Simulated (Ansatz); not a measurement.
# [GeH3]− (SMILES [GeH3-]) at HSE06/STO-3G

What is the energy change on altering one bond length of [GeH3]− at HSE06/STO-3G? 

The results are computed with Ansatz 0.2.0.

3 further runs of the same task are left out: 2 that didn't finish, 1 set aside as unsound or not needed.

### Step 1. Starting point

[GeH3]− has 4 atoms, charge -1, and is taken as a singlet. SMILES: `[GeH3-]`. The shape comes from GFN2-xTB, which is rough for such elements, and wasn't checked as a minimum.

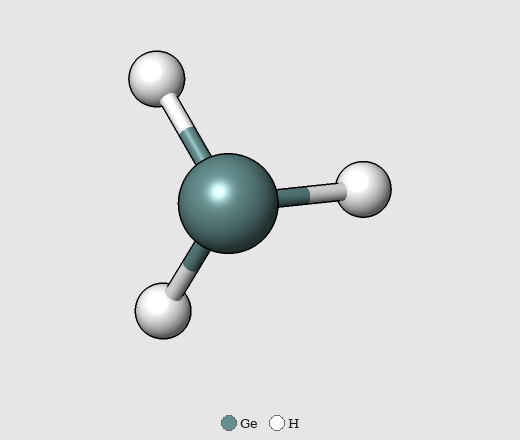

The structure, seen from a chosen angle (germanium teal, hydrogen white).

### Step 2. The energy at HSE06/STO-3G

in.yaml reads:

```yaml
crystal:
  periodic: [false, false, false]
  atoms:
    - {symbol: Ge, position_ang: [0.468920, -0.274960, -0.542070]}
    - {symbol: H, position_ang: [0.935040, 0.154290, 1.089240]}
    - {symbol: H, position_ang: [-0.940860, -1.090590, 0.102250]}
    - {symbol: H, position_ang: [-0.463100, 1.211260, -0.649430]}
basis:
  gaussian: {orbitals: STO-3G}
total_charge: -1
hamiltonian: {xc: {name: HSE06}}
accuracy: high
```

On the command line:

```
ansatz run in.yaml --threads 1 --pin off --max-ram 2610MiB --events-out events.jsonl --progress --plain --runs-dir runs
```

The log of the run:

```text
Warning: RAYON_NUM_THREADS=1 ignored (pool sized by the plan → 1); use --threads N
Functional definition: HSE06
  name "HSE06"
  parameter a = 0.25
  parameter omega = 0.11/bohr
  exchange = pbe_x - a*pbe_x_sr(omega) + a*exact_x_sr(omega)
  correlation = pbe_c
256 factors; integrals over basis functions are off by at most 1.2e-8 eV
47 factors; integrals over basis functions are off by at most 7.7e-10 eV
mean field evaluation 1: about -55899.8348 eV, gradient 3.0e1 eV
mean field evaluation 2: about -55900.8425 eV, gradient 2.3e1 eV
mean field evaluation 4: about -55903.1062 eV, gradient 8.0e-1 eV
mean field evaluation 8: about -55903.0721 eV, gradient 5.1e-3 eV
mean field evaluation 16: about -55903.0721 eV, gradient 2.8e-8 eV
mean field -55903.07208631 eV, -2054.4000067086 hartree, gradient 2.8e-8 eV, S^2 0.000000; 0 other end points of the search recorded, 0 dependent functions left out
reference -55903.07208799 eV, -2054.4000067705 hartree; 18, 18 occupied and 3, 3 virtual orbitals, 256 factors
Total energy: -55903.07208799 eV, -2054.4000067705 hartree
```

Run time: 0.6 s. Hardware: 1 thread of Intel Xeon Platinum 8559C (Emerald Rapids), shared host.

### Step 3. The distorted shape, same level

molecule.yaml reads:

```yaml
basis:
  gaussian: {orbitals: STO-3G}
crystal:
  periodic: [false, false, false]
  atoms:
    - {symbol: Ge, position_ang: [0.701948, -0.646551, -0.515227]}
    - {symbol: H, position_ang: [1.168068, -0.217301, 1.116083]}
    - {symbol: H, position_ang: [-0.707832, -1.462181, 0.129093]}
    - {symbol: H, position_ang: [-0.463100, 1.211260, -0.649430]}
total_charge: -1
hamiltonian: {xc: hse06}
accuracy: high
```

On the command line:

```
ansatz run molecule.yaml --threads 1 --pin off --max-ram 2610MiB --events-out events.jsonl --progress --plain --runs-dir runs
```

The log of the run (excerpt; [...] marks lines left out):

```text
Warning: RAYON_NUM_THREADS=1 ignored (pool sized by the plan → 1); use --threads N
[... 6 set-up lines as earlier in the session ...]
255 factors; integrals over basis functions are off by at most 1.2e-8 eV
47 factors; integrals over basis functions are off by at most 7.6e-10 eV
mean field evaluation 1: about -55866.0371 eV, gradient 9.7e1 eV
mean field evaluation 2: about -55875.0397 eV, gradient 5.5e1 eV
mean field evaluation 4: about -55901.3628 eV, gradient 3.3e0 eV
mean field evaluation 8: about -55901.3973 eV, gradient 1.5e-1 eV
mean field evaluation 16: about -55901.3975 eV, gradient 5.0e-6 eV
mean field -55901.39752287 eV, -2054.3384676373 hartree, gradient 2.4e-8 eV, S^2 0.000000; 0 other end points of the search recorded, 0 dependent functions left out
reference -55901.39752460 eV, -2054.3384677009 hartree; 18, 18 occupied and 3, 3 virtual orbitals, 255 factors
Total energy: -55901.39752460 eV, -2054.3384677009 hartree
```

Wall time 0.64 s (1 thread of Intel Xeon Platinum 8559C (Emerald Rapids), shared host).

### Step 4. What came out

At HSE06/STO-3G:

```
                                                          quantity           value
                                         first shape: total energy  -2054.40001 Eh
                                     distorted shape: total energy  -2054.33847 Eh
energy change with the Ge1–H4 bond stretched from 1.758 to 2.197 Å        1.675 eV
```

In words: With the Ge1–H4 bond stretched from 1.758 to 2.197 Å the energy rises by 1.67 eV (39 kcal/mol). The first shape isn't relaxed at this level, so the change isn't measured from a minimum. The minimal basis adds a large error of its own.
